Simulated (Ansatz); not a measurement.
# CH3AlF2 (SMILES [CH3][Al]([F])[F]) at wB97M-V/def2-SVPD

What is the electronic atomisation energy of CH3AlF2 at wB97M-V/def2-SVPD? 

The calculation is run with Ansatz 0.2.0.

46 further runs of the same task are left out: 46 set aside as unsound or not needed.

### Step 1. Starting point

The species is CH3AlF2 (7 atoms), meant as a singlet with charge 0. As SMILES, `[CH3][Al]([F])[F]`. The coordinates come from a PBE0-D4/def2-TZVP relaxation.

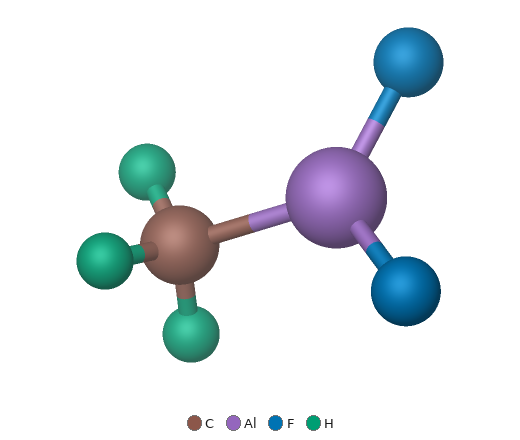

Viewed from a chosen angle; carbon brown, aluminium purple, fluorine blue, hydrogen teal.

### Step 2. A single-point energy at wB97M-V/def2-SVPD

The input, run.yaml:

```yaml
crystal:
  periodic: [false, false, false]
  atoms:
    - symbol: C
      position_ang: [-0.253600, 0.825900, -0.238700]
    - symbol: Al
      position_ang: [0.293100, -0.956200, 0.245500]
    - symbol: F
      position_ang: [1.513200, -1.219500, 1.315500]
    - symbol: F
      position_ang: [-0.423400, -2.297600, -0.378600]
    - symbol: H
      position_ang: [-1.075800, 0.816000, -0.956100]
    - symbol: H
      position_ang: [-0.573400, 1.384500, 0.645100]
    - symbol: H
      position_ang: [0.581100, 1.378900, -0.678200]
basis:
  gaussian:
    orbitals: def2-SVPD
hamiltonian:
  xc: {name: wB97M-V}
output:
  orbitals: {seedname: orbitals}
accuracy: high
```

On the command line:

```sh
$ ansatz run run.yaml --threads 1 --pin off --max-ram 3480MiB --events-out events.jsonl --progress --plain --runs-dir runs
```

The log of the run:

```text
Warning: RAYON_NUM_THREADS=1 ignored (pool sized by the plan → 1); use --threads N
Functional definition: wB97M-V
  name "wB97M-V"
  parameter omega = 0.3/bohr
  parameter cx = 0.15
  parameter cx01 = 1.007
  parameter cx10 = 0.259
  parameter css00 = 0.443
  parameter css04 = -1.437
  parameter css10 = -4.535
  parameter css20 = -3.390
  parameter css43 = 4.278
  parameter cos00 = 1.000
  parameter cos10 = 1.358
  parameter cos20 = 2.924
  parameter cos21 = -8.812
  parameter cos60 = -1.390
  parameter cos61 = 9.142
  parameter b = 6.0
  parameter c = 0.01
  gx(w, u) = 1 - cx + cx01*u + cx10*w
  gss(w, u) = css00 + css04*u^4 + css10*w + css20*w^2 + css43*w^4*u^3
  gos(w, u) = cos00 + cos10*w + (cos20 + cos21*u)*w^2 + (cos60 + cos61*u)*w^6
  exchange = spin_sum(e_x_unif_sr(omega)*gx(b97_w, b97_u_x)) + cx*exact_x_sr(omega) + exact_x_lr(omega)
  correlation = spin_sum(e_c_pw_mod_same_spin*gss(b97_w, b97_u_same))
      + integral(e_c_pw_mod_opposite_spin*gos(b97_w_opposite, b97_u_opposite)) + vv10(b, c)
2236 factors; integrals over basis functions are off by at most 3.2e-9 eV
485 factors; integrals over basis functions are off by at most 1.6e-9 eV
mean field evaluation 1: about -13106.7688 eV, gradient 5.4e1 eV
mean field evaluation 2: about -13106.9328 eV, gradient 5.8e1 eV
mean field evaluation 4: about -13111.9593 eV, gradient 1.3e0 eV
mean field evaluation 8: about -13112.0135 eV, gradient 1.9e-2 eV
mean field evaluation 16: about -13112.0135 eV, gradient 2.1e-6 eV
mean field -13112.01353451 eV, -481.8576097511 hartree, gradient 5.6e-8 eV, S^2 0.000000; 0 other end points of the search recorded, 0 dependent functions left out
reference -13112.01354070 eV, -481.8576099789 hartree; 20, 20 occupied and 94, 94 virtual orbitals, 2236 factors
Total energy: -13112.01354070 eV, -481.8576099789 hartree
```

Run time: 73 s. Hardware: 1 thread of Arm Neoverse V1, shared host; peak memory 0.7 GiB.

### Step 3. The Al atom

The input, in.yaml:

```yaml
basis:
  gaussian:
    orbitals: def2-SVPD
crystal:
  periodic: [false, false, false]
  atoms:
    - {symbol: Al, position_ang: [0.000000, 0.000000, 0.000000]}
magnetization:
  spin_polarized: true
  initial_magnetization: 1
hamiltonian:
  xc: {name: wB97M-V}
accuracy: high
```

On the command line:

```sh
$ ansatz run in.yaml --threads 1 --pin off --max-ram 3480MiB --events-out events.jsonl --progress --plain --runs-dir runs
```

The log of the run (excerpt; [...] marks lines left out):

```text
Warning: RAYON_NUM_THREADS=1 ignored (pool sized by the plan → 1); use --threads N
[... 2 set-up lines as earlier in the session ...]
[...]
  gx(w, u) = 1 - cx + cx01*u + cx10*w
  gss(w, u) = css00 + css04*u^4 + css10*w + css20*w^2 + css43*w^4*u^3
  gos(w, u) = cos00 + cos10*w + (cos20 + cos21*u)*w^2 + (cos60 + cos61*u)*w^6
[...]
      + integral(e_c_pw_mod_opposite_spin*gos(b97_w_opposite, b97_u_opposite)) + vv10(b, c)
202 factors; integrals over basis functions are off by at most 1.9e-9 eV
110 factors; integrals over basis functions are off by at most 6.9e-10 eV
[...]
mean field -6592.33474124 eV, -242.2638332956 hartree, gradient 4.1e-8 eV, S^2 0.751057; 0 other end points of the search recorded, 0 dependent functions left out
reference -6592.33474369 eV, -242.2638333855 hartree; 7, 6 occupied and 17, 18 virtual orbitals, 202 factors
Total energy: -6592.33474369 eV, -242.2638333855 hartree
```

Wall time 7.8 s (1 thread of Arm Neoverse V1, shared host); peak memory 0.29 GiB.

### Step 4. The C atom, same level

The input, in.yaml:

```yaml
crystal:
  periodic: [false, false, false]
  atoms:
    - {symbol: C, position_ang: [0.000000, 0.000000, 0.000000]}
basis:
  gaussian: {orbitals: def2-SVPD}
accuracy: high
hamiltonian: {xc: {name: wB97M-V}}
magnetization: {spin_polarized: true, initial_magnetization: 2}
```

Run the same way, it converges to -37.80021 Eh (log not shown).

### Step 5. The F atom

The input, run.yaml:

```yaml
basis:
  gaussian: {orbitals: def2-SVPD}
crystal:
  periodic: [false, false, false]
  atoms:
    - {symbol: F, position_ang: [0.000000, 0.000000, 0.000000]}
hamiltonian: {xc: {name: wB97M-V}}
accuracy: high
magnetization: {spin_polarized: true, initial_magnetization: 1}
```

Run the same way, it converges to -99.62701 Eh (log not shown).

### Step 6. The H atom at the same level

The input, in.yaml:

```yaml
crystal:
  periodic: [false, false, false]
  atoms:
    - {symbol: H, position_ang: [0.000000, 0.000000, 0.000000]}
basis:
  gaussian: {orbitals: def2-SVPD}
hamiltonian: {xc: {name: wB97M-V}}
magnetization: {spin_polarized: true, initial_magnetization: 1}
accuracy: high
```

Run the same way, it converges to -0.49171 Eh (log not shown).

### Step 7. Outcome

Level: wB97M-V/def2-SVPD.

| quantity | value |
| --- | --- |
| molecule: total energy | -481.85761 Eh |
| molecule: HOMO energy | -11.72 eV |
| molecule: LUMO energy | 0.22 eV |
| molecule: HOMO–LUMO gap | 11.94 eV |
| Al atom: total energy | -242.26383 Eh |
| Al atom: ⟨S²⟩ | 0.751 |
| C atom: total energy | -37.80021 Eh |
| C atom: ⟨S²⟩ | 2.002 |
| F atom: total energy | -99.62701 Eh |
| F atom: ⟨S²⟩ | 0.752 |
| H atom: total energy | -0.49171 Eh |
| H atom: ⟨S²⟩ | 0.750 |
| electronic atomisation energy | 28.964 eV |

In words: Taking the molecule apart into free atoms costs 28.96 eV (2795 kJ/mol), before zero-point energy and without spin-orbit coupling.
